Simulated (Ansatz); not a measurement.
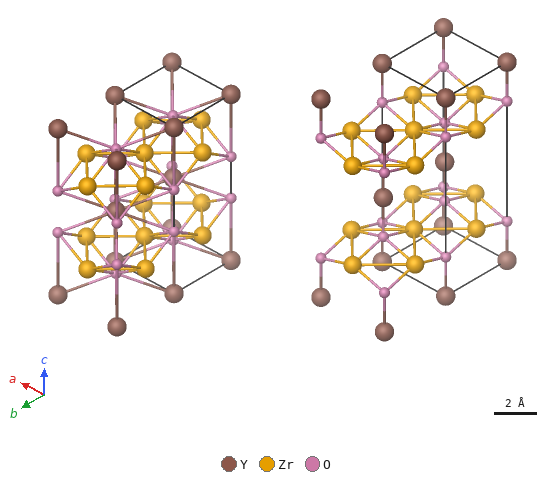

Two geometries of a crystal of YZr2O2 (a generated structure, set up in I4/mmm) (coarse preliminary run), drawn at one scale. One is the start of a relaxation, the other its converged end. Style: ball-and-stick. Shown: the conventional cell (2 times the calculation's cell), repeated 1 × 2 × 1 with one cell outlined, from a free direction. Lengths and directions refer to the drawn axes.

Method: DFT PBE, scalar-relativistic, plane waves, PAW in Ansatz 0.2.0. Settings: plane-wave cutoff 420 eV; k-point mesh 6 × 6 × 6; occupations gaussian; smearing width 0.1 eV; no spin polarisation; cell and atoms relaxed; force threshold 0.04 eV/Å; at most 70 steps.

**Which of the two is the end point?**

The right one is the relaxed one. After 17 accepted moves (21 points after the start) the energy has fallen by 4.194 eV per cell of the calculation. Largest force component: 1.3 eV/Å at the start, 0.0043 eV/Å at the end. Pressure: 13.20 GPa at the start and 0.12 GPa at the end. The line search rejected the trial steps at points 10, 14 of the run. At 2 points the geometry stayed and the basis and grid were re-selected for the new cell (energy shift of 0.250 eV per cell of the calculation at most each time). The largest moves relative to the cell, 2.04 Å, are those of O atoms. Zr and Y stay in place. Cell: a = b 3.934 → 4.230 Å (+7.5 %), c 9.622 → 11.488 Å (+19.4 %). Volume +38.0 %. Among the contacts that change: O–Y 3.031 → 4.587 Å, O–Y 3.608 → 2.267 Å, Y–Zr 3.108 → 3.567 Å, Zr–Zr 2.782 → 2.991 Å. Bonds break: O–Y (3.03 → 4.59 Å). Bond angles that change, for instance: Zr–O–Zr 117.1° → 148.1°, Zr–O–Zr 74.2° → 85.7°. The space group stays I4/mmm (No. 139).
